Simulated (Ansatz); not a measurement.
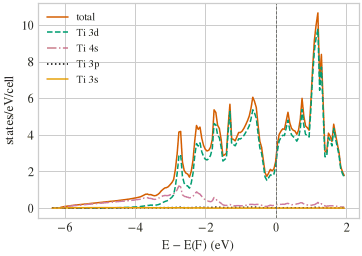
Figure. Total and projected density of states of Ti in space group P6/mmm (No. 191; Ti on 1a, Ti on 2d), LDA (plane waves, PAW; program Ansatz)

Question: Which orbitals carry the states next to the Fermi level?

Answer: Within 0.5 eV of the Fermi level: Ti 3d 90 %, Ti 4s 5 %. Projections are on Löwdin-orthogonalised atomic valence shells; empty p or d shells of many metals are not among them.

Question: Where is the tallest occupied peak in this window, and what makes it?

Answer: Near -0.6 eV, about 6.1 states/eV per cell; the largest projected share is Ti 3d.

This is a known high-pressure phase of the composition, computed here at zero pressure and temperature. The LDA relaxation kept the symmetry of its start; whether a distortion lowers the energy is not shown. The run is not spin-polarised.

Potentials: the earlier of the program's two PAW sets. The files were generated under PBE; for other functionals the program regenerates the frozen cores, and for LDA and PBEsol the local potential too.
